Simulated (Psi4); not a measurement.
# UB3LYP/6-31G(d) (spherical functions) run of CH3 (methyl radical)

What is the energy change on altering one bond length of CH3 (methyl radical) at UB3LYP/6-31G* (spherical functions)? 

The calculation is run with Psi4 1.11.

7 further runs of the same task are left out: 6 that didn't finish, 1 set aside as unsound or not needed.

## 1. The molecule

The species is CH3 (4 atoms), meant as a doublet with charge 0. SMILES: `[CH3]`. The shape is that of a PBE0-D4/def2-TZVP optimisation.

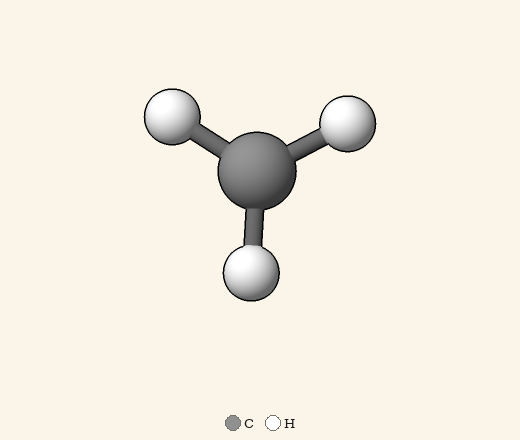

The structure, seen from a chosen angle (carbon grey, hydrogen white).

## 2. Energy and gradient at UB3LYP/6-31G(d) (spherical functions)

The input, ch3.dat:

```
memory 1600 MB

molecule mol {
  0 2
  C      0.00000000     0.00000000     0.00000000
  H      0.17234302     1.70434399     1.10964718
  H     -1.66900611    -0.31671810    -1.13137903
  H      1.49666309    -1.38762589     0.02154288
  units au
  symmetry c1
}

set basis 6-31G*
set reference uks
set puream true
set e_convergence 1e-09
set d_convergence 1e-08
set scf_type pk
set dft_radial_points 99
set dft_spherical_points 590
set maxiter 100

e_tot, wfn = gradient("b3lyp", return_wfn=True)
```

Command:

```bash
$ psi4 ch3.dat ch3.out -n 1
```

ch3.out:

```text
[...]
  Running in c1 symmetry.
[...]
  Nuclear repulsion =    9.667585394596546
[...]
  Multiplicity = 2
[...]
  Nalpha       = 5
  Nbeta        = 4
[...]
    Number of basis functions: 20
[...]
   @UKS iter   1:   -39.74523253830977   -3.53491e-01   2.01634e-02 DIIS/ADIIS
[...]
   @UKS iter   8:   -39.83750207209984   -1.98952e-12   3.47729e-09 DIIS
[...]
   @S^2 Observed:                7.537280739E-01
[...]
    Orbital Energies [Eh]
    ---------------------
    Alpha Occupied:
       1A    -10.182387     2A     -0.681898     3A     -0.417018
       4A     -0.417007     5A     -0.224265
    Alpha Virtual:
       6A      0.115721     7A      0.182818     8A      0.182825
       9A      0.537256    10A      0.544172    11A      0.544184
      12A      0.688257    13A      0.916772    14A      0.916790
      15A      0.967582    16A      1.649534    17A      1.649539
      18A      2.013290    19A      2.189667    20A      2.189704
    Beta Occupied:
[...]
  @UKS Final Energy:   -39.83750207209984
   => Energetics <=
    Nuclear Repulsion Energy =              9.6675853945965464
    One-Electron Energy =                 -71.6728908589756202
    Two-Electron Energy =                  27.4326228995106902
    DFT Exchange-Correlation Energy =      -5.2648195072314614
    Empirical Dispersion Energy =           0.0000000000000000
    VV10 Nonlocal Energy =                  0.0000000000000000
    Total Energy =                        -39.8375020720998521
[...]
 Multipole Moments:
 ------------------------------------------------------------------------------------
     Multipole            Electronic (a.u.)      Nuclear  (a.u.)        Total (a.u.)
 ------------------------------------------------------------------------------------
 L = 1.  Multiply by 2.5417464519 to convert [e a0] to [Debye]
 Dipole X            :          0.0000065            0.0000000            0.0000065
 Dipole Y            :          0.0000112           -0.0000000            0.0000112
 Dipole Z            :          0.0000556           -0.0000749           -0.0000193
 Magnitude           :                                                    0.0000232
[...]
  -Total Gradient:
     Atom            X                  Y                   Z
    ------   -----------------  -----------------  -----------------
       1        0.000000546159     0.000013033903     0.000009094557
       2       -0.000169385045    -0.001642553213    -0.001071684951
       3        0.001603562391     0.000303663950     0.001086230215
       4       -0.001434750909     0.001325884937    -0.000023637752
[...]
```

It took 16 s on 1 thread of Intel Xeon at 2.50GHz (Skylake/Cascade Lake), shared host; peak memory 0.35 GiB.

## 3. The distorted shape at the same level

The input, job.py:

```python
import psi4

psi4.set_memory(1600000000)
psi4.set_num_threads(1)
psi4.set_output_file('output.dat', False)

mol = psi4.geometry("""
0 2
C      1.33513497     0.25336125     0.90505598
H      1.50747799     1.95770524     2.01470316
H     -1.66900611    -0.31671810    -1.13137903
H      2.83179806    -1.13426464     0.92659886
units au
symmetry c1
""")

options = {'basis': '6-31G*', 'reference': 'uks', 'puream': True, 'e_convergence': 1e-09, 'd_convergence': 1e-08, 'scf_type': 'pk', 'dft_radial_points': 99, 'dft_spherical_points': 590, 'maxiter': 100}
psi4.set_options(options)

e_tot, wfn = psi4.gradient('b3lyp', molecule=mol, return_wfn=True)
psi4.oeprop(wfn, 'MULLIKEN_CHARGES', 'DIPOLE', 'WIBERG_LOWDIN_INDICES', title='B3LYP')
print('gradient / Eh bohr^-1')
print(e_tot.np.round(6))
print(f'energy = {wfn.energy():.10f} Eh')
```

Command:

```bash
$ python job.py
```

output.dat, cut to the lines that bear on the results:

```text
[...]
  Running in c1 symmetry.
[...]
  Nuclear repulsion =    8.194087196087702
[...]
  Multiplicity = 2
[...]
  Nalpha       = 5
  Nbeta        = 4
[...]
    Number of basis functions: 20
[...]
   @UKS iter   1:   -39.53924891459169   -3.46068e-01   2.33652e-02 ADIIS/DIIS
[...]
   @UKS iter  13:   -39.70311195708759   -2.52243e-12   7.61361e-09 DIIS
[...]
   @S^2 Observed:                8.970003763E-01
[...]
  @UKS Final Energy:   -39.70311195708759
   => Energetics <=
    Nuclear Repulsion Energy =              8.1940871960877022
    One-Electron Energy =                 -68.6305866377533107
    Two-Electron Energy =                  25.8744717374288626
    DFT Exchange-Correlation Energy =      -5.1410842528508383
    Empirical Dispersion Energy =           0.0000000000000000
    VV10 Nonlocal Energy =                  0.0000000000000000
    Total Energy =                        -39.7031119570875859
[...]
  -Total Gradient:
     Atom            X                  Y                   Z
    ------   -----------------  -----------------  -----------------
       1        0.044819781440     0.008518823804     0.030389590497
       2        0.010612060136    -0.005882641448     0.002503474659
       3       -0.059799116253    -0.011348199212    -0.040536117923
       4        0.004367266107     0.008712015126     0.007643047186
[...]
 Multipole Moments:
 ------------------------------------------------------------------------------------
     Multipole            Electronic (a.u.)      Nuclear  (a.u.)        Total (a.u.)
 ------------------------------------------------------------------------------------
 L = 1.  Multiply by 2.5417464519 to convert [e a0] to [Debye]
 Dipole X            :          0.7377583           -0.5290470            0.2087113
 Dipole Y            :          0.1400090           -0.1003944            0.0396147
 Dipole Z            :          0.5001551           -0.3587032            0.1414520
 Magnitude           :                                                    0.2552222
[...]
  Mulliken Charges: (a.u.)
   Center  Symbol    Alpha    Beta     Spin     Total
       1     C     3.92995  2.42867  1.50128 -0.35862
       2     H     0.38832  0.43737 -0.04906  0.17431
       3     H     0.29341  0.69658 -0.40317  0.01001
[...]
```

Standard output:

```text
gradient / Eh bohr^-1
[[ 0.04482   0.008519  0.03039 ]
 [ 0.010612 -0.005883  0.002503]
 [-0.059799 -0.011348 -0.040536]
 [ 0.004367  0.008712  0.007643]]
energy = -39.7031119571 Eh
```

It took 20 s on 1 thread of Intel Xeon at 2.50GHz (Skylake/Cascade Lake), shared host; peak memory 0.35 GiB.

## 4. Outcome

At UB3LYP/6-31G* (spherical functions):

| quantity | value |
| --- | --- |
| first shape: total energy | -39.83750 Eh |
| first shape: dipole moment | 0.00 D |
| first shape: HOMO energy (highest over α and β) | -6.10 eV |
| first shape: LUMO energy (lowest over α and β) | -1.31 eV |
| first shape: ⟨S²⟩ | 0.754 |
| first shape: largest force on an atom | 0.101 eV/Å |
| distorted shape: total energy | -39.70311 Eh |
| distorted shape: dipole moment | 0.65 D |
| distorted shape: HOMO energy (highest over α and β) | -6.47 eV |
| distorted shape: LUMO energy (lowest over α and β) | -1.80 eV |
| distorted shape: ⟨S²⟩ | 0.897 |
| distorted shape: largest force on an atom | 3.760 eV/Å |
| energy change with the C1–H3 bond stretched from 1.080 to 1.944 Å | 3.657 eV |

**Reading.** With the C1–H3 bond stretched from 1.080 to 1.944 Å the energy rises by 3.66 eV (84 kcal/mol). The first shape isn't relaxed at this level, so the change isn't measured from a minimum. ⟨S²⟩ (distorted shape) is 0.90 where a pure doublet has 0.75: the reference is spin-contaminated.
